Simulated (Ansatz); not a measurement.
# Run report: CH5ClMg, single-point calculation

- system: CH5ClMg
- method: RKS wB97M-V/def2-TZVPP (Ansatz 0.2.0)

The geometry is the reactant side of a reaction. The reaction was set up to form Mg1–H5 and C2–H4 and to break Mg1–C2 and H4–H5 (atoms counted from 1 in the order of the input); sticks are drawn by distance alone. The geometry comes from this level: PBE0-D4/def2-TZVP.

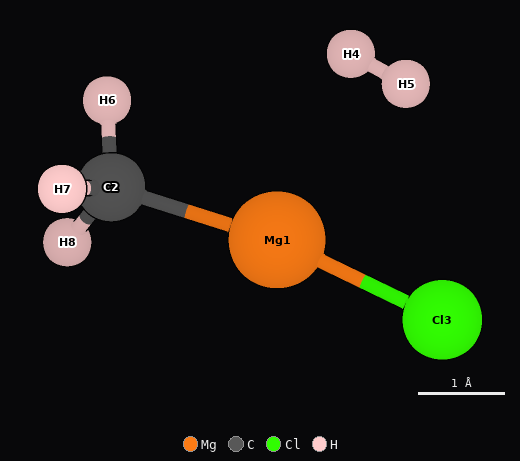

*The structure (ball-and-stick view, seen at a tilt; atoms are numbered from 1 in the order of the input). Sticks mark near contacts.*

Bond lengths as drawn: Cl–Mg 2.20 Å, C–H 1.09 Å, C–Mg 2.07 Å and H–H 0.75 Å.

Key numbers:

```tsv
quantity	value
outcome	converged
total energy	−19085.8741 eV
SCF solution under orbital rotations	stable
hardware	2 CPU threads, shared host
wall time	6 s (CPU time 11 s)
peak memory	0.39 GiB
```

The input:
```yaml
crystal:
  periodic: [false, false, false]
  atoms:
    - {symbol: Mg, position_ang: [-0.647073, -0.512298, -0.538923]}
    - {symbol: C, position_ang: [1.335363, -0.338295, 0.026322]}
    - {symbol: Cl, position_ang: [-2.657707, -0.954066, -1.318581]}
    - {symbol: H, position_ang: [-1.263421, 1.451916, 0.855692]}
    - {symbol: H, position_ang: [-1.935757, 1.271580, 0.569607]}
    - {symbol: H, position_ang: [1.493358, 0.500030, 0.711838]}
    - {symbol: H, position_ang: [1.986285, -0.177098, -0.838291]}
    - {symbol: H, position_ang: [1.688952, -1.241770, 0.532236]}
basis:
  gaussian: {orbitals: def2-TZVPP}
hamiltonian: {xc: {name: wB97M-V}}
```

Log:
```
Functional definition: wB97M-V
  name "wB97M-V"
  cite "Mardirossian & Head-Gordon, J. Chem. Phys. 144, 214110 (2016) doi:10.1063/1.4952647"
  cite "Becke, J. Chem. Phys. 107, 8554 (1997) doi:10.1063/1.475007"
  cite "Vydrov & Van Voorhis, J. Chem. Phys. 133, 244103 (2010) doi:10.1063/1.3521275"
  # Of w^i u^j: cxij and so on, Table III.
  parameter omega = 0.3/bohr
  parameter cx = 0.15
  parameter cx01 = 1.007
  parameter cx10 = 0.259
  parameter css00 = 0.443
  parameter css04 = -1.437
  parameter css10 = -4.535
  parameter css20 = -3.390
  parameter css43 = 4.278
  parameter cos00 = 1.000
  parameter cos10 = 1.358
  parameter cos20 = 2.924
  parameter cos21 = -8.812
  parameter cos60 = -1.390
  parameter cos61 = 9.142
  parameter b = 6.0
  parameter c = 0.01
  gx(w, u) = 1 - cx + cx01*u + cx10*w
  gss(w, u) = css00 + css04*u^4 + css10*w + css20*w^2 + css43*w^4*u^3
  gos(w, u) = cos00 + cos10*w + (cos20 + cos21*u)*w^2 + (cos60 + cos61*u)*w^6
  exchange = spin_sum(e_x_unif_sr(omega)*gx(b97_w, b97_u_x)) + cx*exact_x_sr(omega) + exact_x_lr(omega)
  correlation = spin_sum(e_c_pw_mod_same_spin*gss(b97_w, b97_u_same))
      + integral(e_c_pw_mod_opposite_spin*gos(b97_w_opposite, b97_u_opposite)) + vv10(b, c)
1073 factors; their error is unknown
259 factors; integrals over basis functions are off by at most 2.7e-5 eV
mean field evaluation 1: about -19081.5285 eV, gradient 4.3e1 eV
mean field evaluation 2: about -19083.0072 eV, gradient 3.4e1 eV
mean field evaluation 4: about -19085.8433 eV, gradient 1.1e0 eV
mean field evaluation 8: about -19085.8740 eV, gradient 2.8e-1 eV
mean field evaluation 16: about -19085.8741 eV, gradient 1.4e-5 eV
mean field -19085.87407906 eV, -701.3929355355 hartree, gradient 1.4e-5 eV, S^2 0.000000; 0 other end points of the search recorded, 0 dependent functions left out
reference -19085.87413127 eV, -701.3929374539 hartree; 20, 20 occupied and 155, 155 virtual orbitals, 1073 factors
Total energy: -19085.87413127 eV, -701.3929374539 hartree
```
